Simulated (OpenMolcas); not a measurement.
**Run report: C2H7NSi, single-point calculation (part 1 of 2)**

- system: C2H7NSi
- method: revPBE/cc-pVDZ, RKS (OpenMolcas 26.06)

A bond length was changed on purpose from its optimised value.

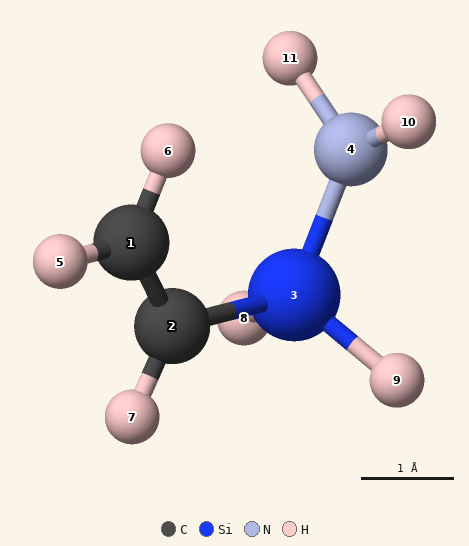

The structure (ball-and-stick view, seen at a tilt; atoms are numbered from 1 in the order of the input).

Input:
```
&gateway
 baslib=$CurrDir
 basisset
 C.cc-pVDZ....
 C1 -0.389062 1.426529 -0.970473 angstrom
 C2 0.376338 1.298129 0.109627 angstrom
 End of Basis
 basisset
 Si.cc-pVDZ....
 Si3 0.883538 -0.354971 0.807127 angstrom
 End of Basis
 basisset
 N.cc-pVDZ....
 N4 0.289938 -1.714171 -0.054073 angstrom
 End of Basis
 basisset
 H.cc-pVDZ....
 H5 -0.680062 2.394129 -1.370173 angstrom
 H6 -0.759762 0.555129 -1.504573 angstrom
 H7 0.720038 2.206229 0.606127 angstrom
 H8 0.386538 -0.447071 2.207127 angstrom
 H9 2.370238 -0.427171 0.810527 angstrom
 H10 0.691938 -1.996471 -0.931773 angstrom
 H11 -0.953800 -2.102100 0.056300 angstrom
 End of Basis

&seward
 gridinput
 Grid=UltraFine
 End of Grid

&scf
 ksdft=revPBE
 thresholds=1e-10 1e-07 1e-07 1e-05
 prorbitals=1 1
```

Command:
```bash
export MOLCAS_MEM=1860
pymolcas test.inp > test.log
```

Output:
```
--- Start Module: gateway ---

                                              &GATEWAY

                       available to each process: 1.9 GB of memory, 1 thread

 Basis Set     1 Label: C.CC-PVDZ....
 Basis set is read from library:.
 basistype.tbl is not found

 Basis Set     2 Label: SI.CC-PVDZ....
 Basis set is read from library:.
 basistype.tbl is not found

 Basis Set     3 Label: N.CC-PVDZ....
 Basis set is read from library:.
 basistype.tbl is not found

 Basis Set     4 Label: H.CC-PVDZ....
 Basis set is read from library:.
 basistype.tbl is not found

++    Symmetry information:
      ---------------------

                    Character Table for C1

                             E
                    a        1  x, y, xy, Rz, z, xz, Ry, yz, Rx, I
--

++    Basis set information:
      ----------------------

      Basis set label: C.CC-PVDZ.........

      Electronic valence basis set:
      ------------------
      Associated Effective Charge   6.000000 au
      Associated Actual Charge      6.000000 au
      Nuclear Model: Point charge

      Shell  nPrim  nBasis  Cartesian Spherical Contaminant
         s       9       3        X
         p       4       2        X
         d       1       1                 X

      Basis set label: SI.CC-PVDZ.........

      Electronic valence basis set:
      ------------------
      Associated Effective Charge  14.000000 au
      Associated Actual Charge     14.000000 au
      Nuclear Model: Point charge

      Shell  nPrim  nBasis  Cartesian Spherical Contaminant
         s      12       4        X
         p       8       3        X
         d       1       1                 X

      Basis set label: N.CC-PVDZ.........

      Electronic valence basis set:
      ------------------
      Associated Effective Charge   7.000000 au
      Associated Actual Charge      7.000000 au
      Nuclear Model: Point charge

      Shell  nPrim  nBasis  Cartesian Spherical Contaminant
         s       9       3        X
         p       4       2        X
         d       1       1                 X

      Basis set label: H.CC-PVDZ.........

      Electronic valence basis set:
      ------------------
      Associated Effective Charge   1.000000 au
      Associated Actual Charge      1.000000 au
      Nuclear Model: Point charge

      Shell  nPrim  nBasis  Cartesian Spherical Contaminant
         s       4       2        X
         p       1       1        X
--

++    Molecular structure info:
      -------------------------

                    ************************************************
                    **** Cartesian Coordinates / bohr, angstrom ****
                    ************************************************

     Center  Label                x              y              z                     x              y              z
        1      C1              -0.735221       2.695749      -1.833928             -0.389062       1.426529      -0.970473
        2      C2               0.711176       2.453108       0.207165              0.376338       1.298129       0.109627
        3      SI3              1.669645      -0.670798       1.525249              0.883538      -0.354971       0.807127
        4      N4               0.547903      -3.239314      -0.102183              0.289938      -1.714171      -0.054073
        5      H5              -1.285131       4.524248      -2.589252             -0.680062       2.394129      -1.370173
        6      H6              -1.435742       1.049042      -2.843231             -0.759762       0.555129      -1.504573
        7      H7               1.360675       4.169169       1.145414              0.720038       2.206229       0.606127
        8      H8               0.730451      -0.844842       4.170866              0.386538      -0.447071       2.207127
        9      H9               4.479101      -0.807236       1.531674              2.370238      -0.427171       0.810527
       10      H10              1.307573      -3.772783      -1.760796              0.691938      -1.996471      -0.931773
       11      H11             -1.802421      -3.972393       0.106392             -0.953800      -2.102100       0.056300

                    ***************************************
                    *    InterNuclear Distances / bohr    *
                    ***************************************

               1 C1            2 C2            3 SI3           4 N4            5 H5            6 H6
    1 C1       0.000000
    2 C2       2.513364        0.000000
    3 SI3      5.329267        3.523464        0.000000
    4 N4       6.314295        5.703159        3.241005        0.000000
    5 H5       2.053369        4.011833        7.255916        8.355742        0.000000
    6 H6       2.054524        3.985671        5.628934        5.462434        3.487728        0.000000
    7 H7       3.929405        2.060831        4.864670        7.556633        4.590653        5.784845
    8 H8       7.123309        5.156333        2.812768        4.901608        8.865037        7.581341
    9 H9       7.126523        5.155718        2.812774        4.902938        8.867532        7.587551
   10 H10      6.783824        6.556698        4.533376        1.900706        8.732078        5.652207
   11 H11      7.026228        6.900391        4.996892        2.470816        8.928998        5.835198

               7 H7            8 H8            9 H9           10 H10          11 H11
    7 H7       0.000000
    8 H8       5.889893        0.000000
    9 H9       5.885438        4.584661        0.000000
   10 H10      8.457155        6.640069        5.449166        0.000000
   11 H11      8.796009        5.719875        7.176849        3.632946        0.000000

                    *******************************************
                    *    InterNuclear Distances / angstrom    *
                    *******************************************

               1 C1            2 C2            3 SI3           4 N4            5 H5            6 H6
    1 C1       0.000000
    2 C2       1.330015        0.000000
    3 SI3      2.820127        1.864537        0.000000
    4 N4       3.341381        3.017982        1.715066        0.000000
    5 H5       1.086596        2.122971        3.839665        4.421668        0.000000
    6 H6       1.087207        2.109126        2.978703        2.890596        1.845626        0.000000
    7 H7       2.079351        1.090545        2.574272        3.998798        2.429269        3.061208
    8 H8       3.769493        2.728614        1.488453        2.593819        4.691176        4.011873
    9 H9       3.771194        2.728288        1.488456        2.594523        4.692496        4.015159
   10 H10      3.589845        3.469655        2.398959        1.005810        4.620817        2.991019
   11 H11      3.718120        3.651530        2.644241        1.307500        4.725022        3.087854

               7 H7            8 H8            9 H9           10 H10          11 H11
    7 H7       0.000000
    8 H8       3.116797        0.000000
    9 H9       3.114440        2.426098        0.000000
   10 H10      4.475334        3.513773        2.883575        0.000000
   11 H11      4.654647        3.026827        3.797825        1.922472        0.000000

                    **************************************
                    *    Valence Bond Angles / degree    *
                    **************************************
                          Atom centers                 Phi
                      2 C2       1 C1       5 H5       122.60
                      2 C2       1 C1       6 H6       121.18
                      5 H5       1 C1       6 H6       116.21
                      1 C1       2 C2       7 H7       118.08
                      8 H8       3 SI3      9 H9       109.17
                     10 H10      4 N4      11 H11      111.75

           ***************************************************************
           *              Valence Dihedral Angles / degree               *
           ***************************************************************
                    Atom centers                       Phi1     Phi2     Theta
           5 H5       1 C1       2 C2       7 H7        122.60   118.08    -0.00
           6 H6       1 C1       2 C2       7 H7        121.18   118.08  -180.00
--

            Nuclear Potential Energy            158.00659484 au

--- Stop Module: gateway /rc=_RC_ALL_IS_WELL_ ---

--- Start Module: seward ---

                                              &SEWARD

                       available to each process: 1.9 GB of memory, 1 thread

               SEWARD will generate:
                  Multipole Moment integrals up to order  2
                  Kinetic Energy integrals
                  Nuclear Attraction integrals (point charge)
                  One-Electron Hamiltonian integrals
                  Velocity integrals
                  Orbital angular momentum around (  0.7870  -0.0273   0.2941 )
                  Velocity quadrupole around (  0.7870  -0.0273   0.2941 )
                  Two-Electron Repulsion integrals

                   Integrals are discarded if absolute value <: 1.00E-14
                   Integral cutoff threshold is set to       <: 1.00E-16

            Nuclear Potential Energy            158.00659484 au

      Basis set specifications :
      Symmetry species         a
      Basis functions           95

--- Stop Module: seward /rc=_RC_ALL_IS_WELL_ ---
--- Module seward spent 4 seconds ---

--- Start Module: scf ---

                                                &SCF

                       available to each process: 1.9 GB of memory, 1 thread

 ###############################################################################
 ###     Minimized-density-differences option turned off!                    ###
 ###############################################################################
++    Input section:
      --------------

      Header of the integral files:

      Cartesian coordinates in angstrom:
      -----------------------------------------------------
      No.  Label        X            Y            Z
      -----------------------------------------------------
       1   C1        -0.38906200   1.42652900  -0.97047300
       2   C2         0.37633800   1.29812900   0.10962700
       3   SI3        0.88353800  -0.35497100   0.80712700
       4   N4         0.28993800  -1.71417100  -0.05407300
       5   H5        -0.68006200   2.39412900  -1.37017300
       6   H6        -0.75976200   0.55512900  -1.50457300
       7   H7         0.72003800   2.20622900   0.60612700
       8   H8         0.38653800  -0.44707100   2.20712700
       9   H9         2.37023800  -0.42717100   0.81052700
      10   H10        0.69193800  -1.99647100  -0.93177300
      11   H11       -0.95380000  -2.10210000   0.05630000
      -----------------------------------------------------
      Nuclear repulsion energy =  158.00659484
--

++    Orbital specifications:
      -----------------------
```
